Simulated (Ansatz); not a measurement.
Run report: C$_{2}$H$_{9}$BClNSi, geometry relaxation (part 1 of 2)

- system: C$_{2}$H$_{9}$BClNSi
- method: RKS PBE-D4/def2-SVP (Ansatz 0.2.0)

The geometry: force-field start. Figures and captions count atoms from 1; the log counts them from 0 in places.

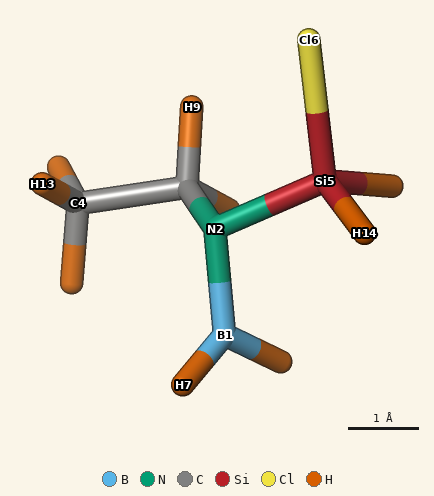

Figure 1. The structure as given in the input (stick view, seen at a tilt; atoms are numbered from 1 in the order of the input).

Input
```yaml
crystal:
  periodic: [false, false, false]
  atoms:
    - {symbol: B, position_ang: [-0.952100, -1.245500, -0.719400]}
    - {symbol: N, position_ang: [-0.050600, -0.008400, -0.620000]}
    - {symbol: C, position_ang: [0.430800, 0.140200, 0.742800]}
    - {symbol: C, position_ang: [1.613900, -0.895200, 1.051500]}
    - {symbol: Si, position_ang: [-0.993100, 1.448700, -1.097700]}
    - {symbol: Cl, position_ang: [0.291700, 3.107900, -1.315800]}
    - {symbol: H, position_ang: [-0.717900, -2.084100, -1.464900]}
    - {symbol: H, position_ang: [-1.930900, -1.250700, -0.061900]}
    - {symbol: H, position_ang: [0.950300, 1.150900, 0.924800]}
    - {symbol: H, position_ang: [-0.351600, 0.068500, 1.535700]}
    - {symbol: H, position_ang: [1.096800, -1.927900, 1.070800]}
    - {symbol: H, position_ang: [1.995000, -0.707600, 2.075400]}
    - {symbol: H, position_ang: [2.300000, -0.820100, 0.280700]}
    - {symbol: H, position_ang: [-1.713800, 1.231400, -2.339100]}
    - {symbol: H, position_ang: [-1.990200, 1.741200, -0.033700]}
basis:
  gaussian: {orbitals: def2-SVP}
hamiltonian: {xc: pbe, dispersion: d4}
relax: {f_tol: 0.03, max_steps: 200}
```

Machine: 4 threads of Arm Neoverse V1, 23 GiB of memory available, shared host.

Run as:
```bash
ansatz run in.yaml --threads 4 --pin off --events-out ev --progress --plain --max-ram 11315MiB
```

Output
```
Functional definition: PBE
  name "PBE"
  cite "Perdew, Burke & Ernzerhof, Phys. Rev. Lett. 77, 3865 (1996) doi:10.1103/PhysRevLett.77.3865"
  parent pbe
  parameter kappa = 0.804
  parameter beta = 0.06672455060314922
  exchange = pbe_x(kappa = kappa, mu = beta*pi^2/3)
  correlation = pbe_c(beta = beta)
1555 factors; their error is unknown
mean field evaluation 1: about -24752.2378 eV, gradient 6.5e1 eV
mean field evaluation 2: about -24702.5633 eV, gradient 1.4e2 eV
mean field evaluation 4: about -24762.7015 eV, gradient 1.0e1 eV
mean field evaluation 8: about -24762.9530 eV, gradient 2.4e-1 eV
mean field evaluation 16: about -24762.8621 eV, gradient 2.6e-3 eV
mean field -24762.86205932 eV, -910.0183958091 hartree, gradient 1.6e-5 eV, S^2 0.000000; 0 other end points of the search recorded, 0 dependent functions left out
the calculation of the forces begins
reference -24762.86209975 eV, -910.0183972951 hartree; 32, 32 occupied and 105, 105 virtual orbitals, 1555 factors
relax step   1: F+E_penalty+E_count = -24763.23524468 eV  Δ(F+E_penalty+E_count) = +0.000e0 eV  max|allowed force component| = 4.515e0 eV/Å  Δτ_max = 0.0000 Å  (30 SCF iters, accepted)
these checks for a lower state are left out or cut short: starts, cluster_reference, orbital_swaps, neighbouring_geometries, increment
1555 factors; their error is unknown
mean field -24763.38611493 eV, -910.0376544978 hartree, gradient 2.1e-5 eV, S^2 0.000000; 0 other end points of the search recorded, 0 dependent functions left out
[... from here on the field's lines of each further geometry are left out, up to the last ...]
relax step   2: F+E_penalty+E_count = -24763.76115028 eV  Δ(F+E_penalty+E_count) = -5.259e-1 eV  max|allowed force component| = 1.516e0 eV/Å  Δτ_max = 0.1961 Å  (30 SCF iters, accepted)
relax step   3: F+E_penalty+E_count = -24763.97807387 eV  Δ(F+E_penalty+E_count) = -2.169e-1 eV  max|allowed force component| = 7.443e-1 eV/Å  Δτ_max = 0.1931 Å  (30 SCF iters, accepted)
relax step   4: F+E_penalty+E_count = -24764.15205622 eV  Δ(F+E_penalty+E_count) = -1.740e-1 eV  max|allowed force component| = 7.129e-1 eV/Å  Δτ_max = 0.1956 Å  (30 SCF iters, accepted)
relax step   5: F+E_penalty+E_count = -24764.40751346 eV  Δ(F+E_penalty+E_count) = -2.555e-1 eV  max|allowed force component| = 7.172e-1 eV/Å  Δτ_max = 0.2000 Å  (29 SCF iters, accepted)
relax step   6: F+E_penalty+E_count = -24764.63397631 eV  Δ(F+E_penalty+E_count) = -2.265e-1 eV  max|allowed force component| = 6.277e-1 eV/Å  Δτ_max = 0.1949 Å  (30 SCF iters, accepted)
relax step   7: F+E_penalty+E_count = -24764.83537254 eV  Δ(F+E_penalty+E_count) = -2.014e-1 eV  max|allowed force component| = 5.569e-1 eV/Å  Δτ_max = 0.1993 Å  (29 SCF iters, accepted)
relax step   8: F+E_penalty+E_count = -24765.00002756 eV  Δ(F+E_penalty+E_count) = -1.647e-1 eV  max|allowed force component| = 4.619e-1 eV/Å  Δτ_max = 0.2000 Å  (28 SCF iters, accepted)
relax step   9: F+E_penalty+E_count = -24765.08300012 eV  Δ(F+E_penalty+E_count) = -8.297e-2 eV  max|allowed force component| = 3.710e-1 eV/Å  Δτ_max = 0.1995 Å  (29 SCF iters, accepted)
relax step  10: F+E_penalty+E_count = -24765.11522205 eV  Δ(F+E_penalty+E_count) = -3.222e-2 eV  max|allowed force component| = 4.511e-1 eV/Å  Δτ_max = 0.2000 Å  (29 SCF iters, accepted)
relax step  11: F+E_penalty+E_count = -24765.13220263 eV  Δ(F+E_penalty+E_count) = -1.698e-2 eV  max|allowed force component| = 1.663e-1 eV/Å  Δτ_max = 0.1727 Å  (29 SCF iters, accepted)
relax step  12: F+E_penalty+E_count = -24765.13625156 eV  Δ(F+E_penalty+E_count) = -4.049e-3 eV  max|allowed force component| = 1.757e-1 eV/Å  Δτ_max = 0.0593 Å  (31 SCF iters, accepted)
relax step  13: F+E_penalty+E_count = -24765.14359116 eV  Δ(F+E_penalty+E_count) = -7.340e-3 eV  max|allowed force component| = 2.612e-1 eV/Å  Δτ_max = 0.1750 Å  (29 SCF iters, accepted)
relax step  14: F+E_penalty+E_count = -24765.14919132 eV  Δ(F+E_penalty+E_count) = -5.600e-3 eV  max|allowed force component| = 6.930e-2 eV/Å  Δτ_max = 0.0628 Å  (31 SCF iters, accepted)
relax step  15: F+E_penalty+E_count = -24765.15210335 eV  Δ(F+E_penalty+E_count) = -2.912e-3 eV  max|allowed force component| = 7.312e-2 eV/Å  Δτ_max = 0.0673 Å  (31 SCF iters, accepted)
relax step  16: F+E_penalty+E_count = -24765.15347233 eV  Δ(F+E_penalty+E_count) = -1.369e-3 eV  max|allowed force component| = 6.469e-2 eV/Å  Δτ_max = 0.0577 Å  (30 SCF iters, accepted)
relax step  17: F+E_penalty+E_count = -24765.15450512 eV  Δ(F+E_penalty+E_count) = -1.033e-3 eV  max|allowed force component| = 4.213e-2 eV/Å  Δτ_max = 0.0664 Å  (31 SCF iters, accepted)
relax step  18: F+E_penalty+E_count = -24765.15511379 eV  Δ(F+E_penalty+E_count) = -6.087e-4 eV  max|allowed force component| = 7.038e-2 eV/Å  Δτ_max = 0.0846 Å  (31 SCF iters, accepted)
relax step  19: F+E_penalty+E_count = -24765.15551349 eV  Δ(F+E_penalty+E_count) = -3.997e-4 eV  max|allowed force component| = 3.713e-2 eV/Å  Δτ_max = 0.0466 Å  (31 SCF iters, accepted)
relax step  20: F+E_penalty+E_count = -24765.15569715 eV  Δ(F+E_penalty+E_count) = -1.837e-4 eV  max|allowed force component| = 3.140e-2 eV/Å  Δτ_max = 0.0310 Å  (31 SCF iters, accepted)
the calculation of the forces begins
reference -24764.77043315 eV, -910.0885272539 hartree; 32, 32 occupied and 105, 105 virtual orbitals, 1555 factors
relax step  21: F+E_penalty+E_count = -24765.15580794 eV  Δ(F+E_penalty+E_count) = -1.108e-4 eV  max|allowed force component| = 1.450e-2 eV/Å  Δτ_max = 0.0113 Å  (32 SCF iters, accepted)
```

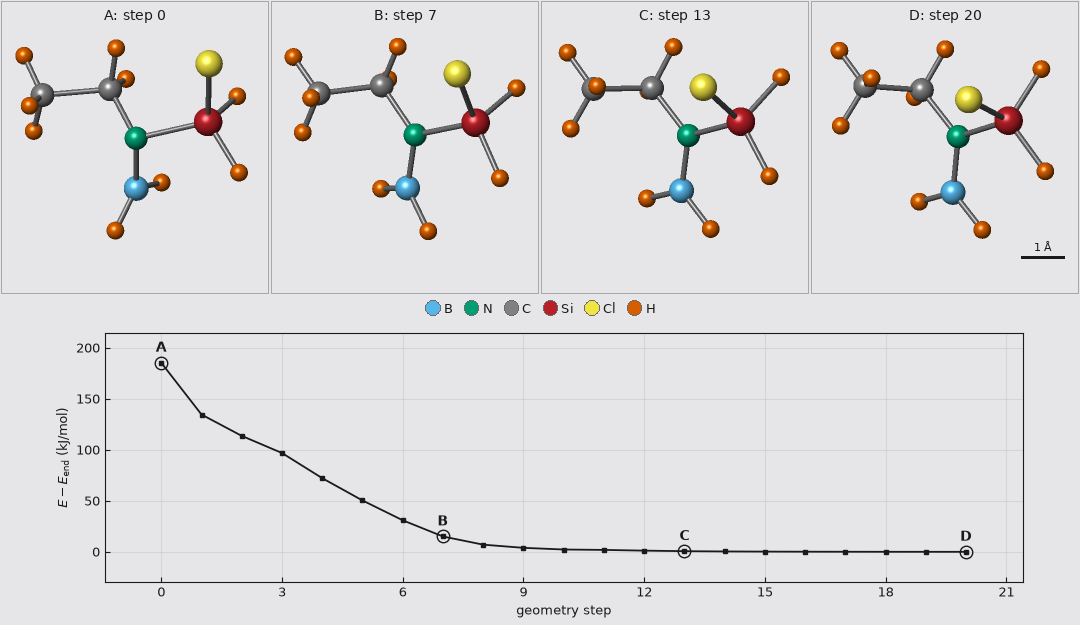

Figure 2. Frames of the relaxation (ball-and-stick view, seen at a tilt) above the curves, on which the letters mark them (the first geometry is step 0 here and step 1 in the log).

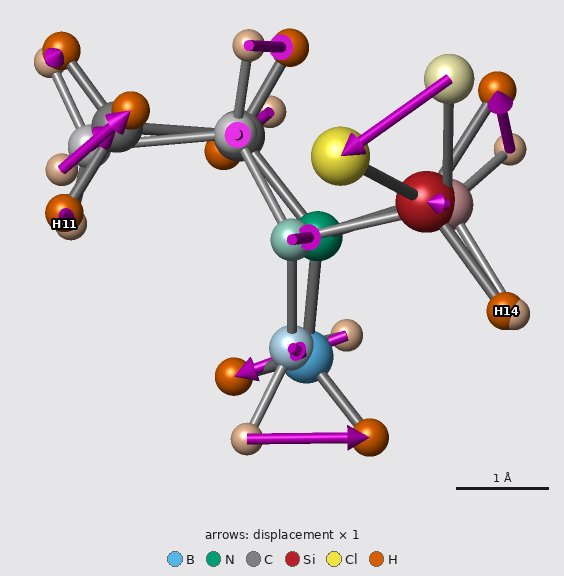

Figure 3. Start (faint) and end (solid) with the displacements as pink arrows, at true length (ball-and-stick view, seen at a tilt). The two geometries are laid on each other by the best rigid fit. After 20 geometry steps the energy has fallen by 185.3 kJ/mol. The largest force component goes from 4.5 to 0.014 eV/Å. The largest move after the best rigid fit is that of Cl6, 1.50 Å. Largest moves by element: Cl 1.50 Å, H 1.34 Å, N 0.71 Å, C 0.53 Å, Si 0.26 Å, B 0.26 Å. Distances before and after: B1–N2 1.534 → 1.413 Å, C3–C4 1.602 → 1.528 Å, C4–H13 1.035 → 1.108 Å, B1–H7 1.146 → 1.217 Å. Among the angles that change: B1–N2–C3 109.8° → 121.4°, B1–N2–Si5 109.1° → 120.5°, C3–N2–Si5 109.9° → 118.2°. (Atoms are counted from 1 in the order of the input.)

```
1555 factors; their error is unknown
mean field -24764.77039292 eV, -910.0885257757 hartree, gradient 1.9e-5 eV, S^2 0.000000; 1 other end points of the search recorded, 0 dependent functions left out
the calculation of the forces begins
reference -24764.77043315 eV, -910.0885272539 hartree; 32, 32 occupied and 105, 105 virtual orbitals, 1555 factors
Total energy: -24765.15584817 eV, -910.1026909947 hartree
Atom 0 at    -1.196633    -1.316465    -0.665486 Å, force     0.003603     0.004047    -0.004568 eV/Å
Atom 1 at    -0.617671    -0.113564    -0.202533 Å, force     0.000581     0.002949     0.006779 eV/Å
Atom 2 at     0.091767    -0.049412     1.095473 Å, force     0.002718     0.000074     0.004550 eV/Å
Atom 3 at     1.564595    -0.442227     0.988918 Å, force    -0.004538    -0.002360    -0.004658 eV/Å
Atom 4 at    -0.721931     1.362881    -1.171138 Å, force     0.010522     0.002258     0.000436 eV/Å
Atom 5 at     1.161110     1.929242    -1.882536 Å, force    -0.014495    -0.002341     0.002351 eV/Å
Atom 6 at    -1.734883    -1.341215    -1.756269 Å, force    -0.000151    -0.001276     0.001474 eV/Å
Atom 7 at    -1.152720    -2.305905     0.044883 Å, force    -0.001454     0.000164     0.000431 eV/Å
Atom 8 at     0.002314     0.980407     1.507966 Å, force     0.000493    -0.009143    -0.003923 eV/Å
Atom 9 at    -0.432531    -0.720751     1.806597 Å, force     0.004518     0.005513    -0.006889 eV/Å
Atom 10 at     1.663521    -1.482154     0.615981 Å, force    -0.001056     0.010885     0.003855 eV/Å
Atom 11 at     2.053692    -0.384032     1.982464 Å, force     0.000315    -0.000369    -0.002601 eV/Å
Atom 12 at     2.109335     0.225884     0.292647 Å, force    -0.005906    -0.006171     0.005766 eV/Å
Atom 13 at    -1.622334     1.121143    -2.335918 Å, force     0.002126     0.001841     0.002345 eV/Å
Atom 14 at    -1.189330     2.485468    -0.291851 Å, force     0.002723    -0.006070    -0.005349 eV/Å
Dipole moment:    -0.036252     0.107216     0.295060 e Å
```

Trajectory as extended XYZ (Å, eV, eV/Å), 14 of the 21 frames kept, from step=1 to step=21
```
15
Properties=species:S:1:pos:R:3:forces:R:3 step=1 energy=-24763.23524
B    -0.9521   -1.2455   -0.7194    1.2188   2.7645   0.3971
N    -0.0506   -0.0084   -0.6200   -1.4448  -0.5739  -0.6096
C     0.4308    0.1402    0.7428    2.3748   0.4826   1.2996
C     1.6139   -0.8952    1.0515   -4.5150  -0.5744   1.9441
Si   -0.9931    1.4487   -1.0977    1.1035  -0.1971   0.6209
Cl    0.2917    3.1079   -1.3158   -0.3016  -0.4552   0.0862
H    -0.7179   -2.0841   -1.4649    0.3471  -1.2899  -1.2954
H    -1.9309   -1.2507   -0.0619   -0.7609  -0.3037   0.8835
H     0.9503    1.1509    0.9248   -0.8257  -0.6171  -0.5224
H    -0.3516    0.0685    1.5357   -0.1514  -0.1576  -0.0079
H     1.0968   -1.9279    1.0708    0.9439   0.8388  -0.1284
H     1.9950   -0.7076    2.0754    0.2791   0.0003  -0.2074
H     2.3000   -0.8201    0.2807    2.0992   0.0322  -1.8715
H    -1.7138    1.2314   -2.3391   -0.2645  -0.2233  -0.8567
H    -1.9902    1.7412   -0.0337   -0.1024   0.2737   0.2680
15
Properties=species:S:1:pos:R:3:forces:R:3 step=3 energy=-24763.97807
B    -0.9179   -1.2125   -0.7007   -0.2465   0.1039  -0.3308
N    -0.0981   -0.0003   -0.5744   -0.6286  -0.3408  -0.0251
C     0.4416    0.1614    0.7899    0.0386  -0.1008   0.4378
C     1.5257   -0.8908    1.0658    0.1522   0.3055  -0.1497
Si   -0.9813    1.4401   -1.1089    0.0536  -0.1670  -0.1265
Cl    0.3096    3.0515   -1.3143    0.1487   0.0607  -0.0426
H    -0.8094   -1.9525   -1.6973   -0.2729   0.4863   0.3246
H    -1.7941   -1.4332    0.1729    0.7443  -0.2739  -0.1586
H     0.8613    1.1876    0.8840    0.0721  -0.0977   0.0524
H    -0.3583    0.0621    1.5679   -0.0219   0.0470  -0.0615
H     1.1245   -1.9256    1.0621   -0.1498   0.0263  -0.0468
H     1.9821   -0.7230    2.0620    0.0727   0.0147  -0.0335
H     2.3135   -0.8374    0.2793   -0.0659  -0.0038   0.2004
H    -1.6592    1.1672   -2.4207    0.0593  -0.0463   0.0846
H    -1.9616    1.8547   -0.0384    0.0442  -0.0140  -0.1248
15
Properties=species:S:1:pos:R:3:forces:R:3 step=4 energy=-24764.15206
B    -0.9444   -1.1930   -0.7170   -0.0424  -0.6343   0.0362
N    -0.1298   -0.0025   -0.5581   -0.4745  -0.1252   0.1744
C     0.4273    0.1573    0.8084   -0.0993   0.0567   0.2059
C     1.5155   -0.8793    1.0699    0.2962   0.0534  -0.1378
Si   -0.9651    1.4473   -1.1258   -0.0303  -0.0805  -0.1538
Cl    0.3421    3.0489   -1.3297    0.1185   0.0089  -0.0478
H    -0.8866   -1.8814   -1.7625   -0.4273   0.6769   0.3775
H    -1.6688   -1.5576    0.2571    0.7129  -0.0537  -0.5155
H     0.8557    1.1768    0.8958    0.0272   0.0496   0.0408
H    -0.3722    0.0642    1.5851    0.0164   0.0160  -0.0605
H     1.1093   -1.9100    1.0578   -0.0995  -0.0467  -0.0101
H     1.9862   -0.7187    2.0611   -0.0038   0.0227  -0.0148
H     2.3097   -0.8281    0.2879   -0.1485   0.0363   0.1668
H    -1.6455    1.1549   -2.4316    0.0887  -0.0171   0.0549
H    -1.9552    1.8702   -0.0694    0.0655   0.0369  -0.1162
```
